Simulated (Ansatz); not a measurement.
| atom | x (Å) | y (Å) | z (Å) |
| --- | --- | --- | --- |
| B | -0.1207 | 0.2035 | -0.2312 |
| Be | -0.2389 | -1.9781 | 0.9517 |
| F | -0.8516 | -3.2082 | 1.1382 |
| I | 0.6800 | 2.1542 | -0.6827 |
| N | 0.4402 | -0.6220 | 0.7487 |
| H | 1.2520 | -0.2640 | 1.2492 |
| H | -1.0854 | -0.1474 | -0.8698 |

Geometry: r2SCAN-D4/def2-SVP; core potentials replace the inner electrons of I.

These are results of Ansatz 0.2.0, isolated molecule in a Gaussian basis; Kohn-Sham density functional theory, functional PBE0, not measurements.

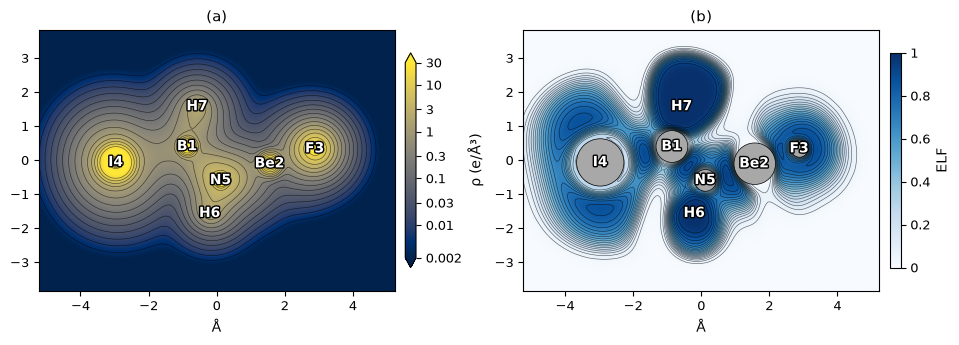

BBeFH$_{2}$IN (SMILES [F][Be][NH]BI). (a) electron density; (b) ELF on the molecular plane. Grey discs cover the atomic cores in the ELF map.

Q: Interpret the plot.

A: The section cuts through B, Be, F, I, N and H sites.
Be–F (1.39 Å): ρ at the midpoint is about 1.6 e/Å³; the ELF peaks at about 0.85 in the valence shell of F, 0.6 Å from its nucleus, and is about 0.75 at the midpoint.
B–N (1.40 Å): the density is about 1.9 e/Å³ at the midpoint; the ELF peaks at about 0.90 between the atoms; a short, strongly polar bond.
Be–N (1.53 Å): ρ is about 1.3 e/Å³ halfway; the ELF peaks at about 0.95 between the atoms, as expected for a short, strongly polar bond.
B–I (2.16 Å): ρ at the midpoint is about 0.84 e/Å³, with its minimum of 0.74 e/Å³ about 0.8 Å from B; the ELF peaks at about 0.90 between the atoms, as expected for a covalent bond.
N–H (1.02 Å): ρ is about 2.8 e/Å³ halfway; the ELF climbs to about 1 towards the hydrogen, as it does in any bond to H (a covalent bond by its length).
The ELF also peaks beside I4 and F3, away from the bonds: lone-pair regions.
